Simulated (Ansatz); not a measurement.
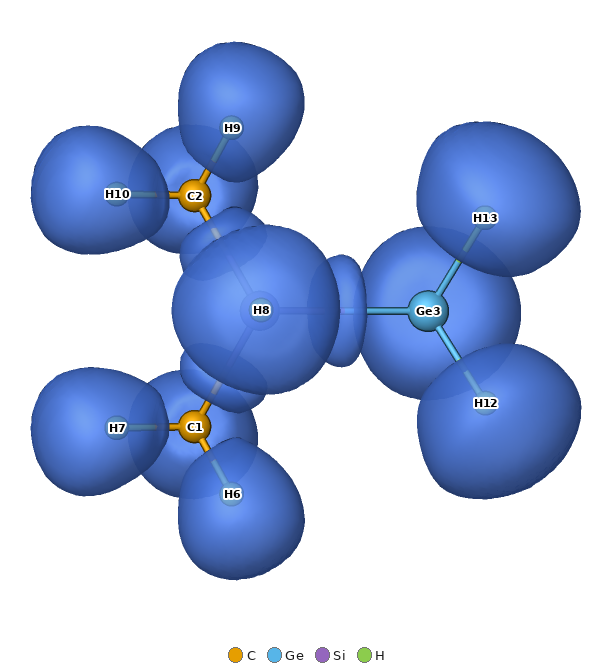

The picture shows: C2H10GeSi. Isosurface of the ELF at 0.8 (blue), seen across its widest extent. Core shells and regions of very low density are left out.

Geometry: PBE0-D3(BJ)/def2-SVP.

The calculation used Ansatz 0.2.0, isolated molecule in a Gaussian basis; Kohn-Sham density functional theory, functional PBE0.

```json
{"atom": "C", "x (Å)": "-0.6524", "y (Å)": "0.1771", "z (Å)": "1.6486"}
{"atom": "C", "x (Å)": "1.9276", "y (Å)": "1.8898", "z (Å)": "1.4319"}
{"atom": "Ge", "x (Å)": "1.8815", "y (Å)": "-1.0879", "z (Å)": "-0.4160"}
{"atom": "Si", "x (Å)": "1.2273", "y (Å)": "0.1426", "z (Å)": "1.5198"}
{"atom": "H", "x (Å)": "-1.0955", "y (Å)": "0.6650", "z (Å)": "0.7664"}
{"atom": "H", "x (Å)": "-1.0655", "y (Å)": "-0.8406", "z (Å)": "1.7187"}
{"atom": "H", "x (Å)": "-0.9695", "y (Å)": "0.7363", "z (Å)": "2.5432"}
{"atom": "H", "x (Å)": "1.7931", "y (Å)": "-0.5577", "z (Å)": "2.7192"}
{"atom": "H", "x (Å)": "3.0266", "y (Å)": "1.8758", "z (Å)": "1.3750"}
{"atom": "H", "x (Å)": "1.6396", "y (Å)": "2.4682", "z (Å)": "2.3242"}
{"atom": "H", "x (Å)": "1.5469", "y (Å)": "2.4194", "z (Å)": "0.5446"}
{"atom": "H", "x (Å)": "1.3561", "y (Å)": "-2.5380", "z (Å)": "-0.3766"}
{"atom": "H", "x (Å)": "3.4161", "y (Å)": "-1.1493", "z (Å)": "-0.5628"}
{"atom": "H", "x (Å)": "1.3217", "y (Å)": "-0.4291", "z (Å)": "-1.6961"}
```

What do the ELF domains correspond to?

The ELF exceeds this value in two regions between bonded C–Si atoms (shared pairs), one region between bonded Ge–Si atoms (shared pairs) and ten regions around hydrogen nuclei. Profiles from the grid: C–Si (1.88 Å): the ELF peaks at about 0.95 between the atoms (a covalent bond). Si–Ge (2.39 Å): the ELF peaks at about 0.95 between the atoms, as expected for a shared electron pair.
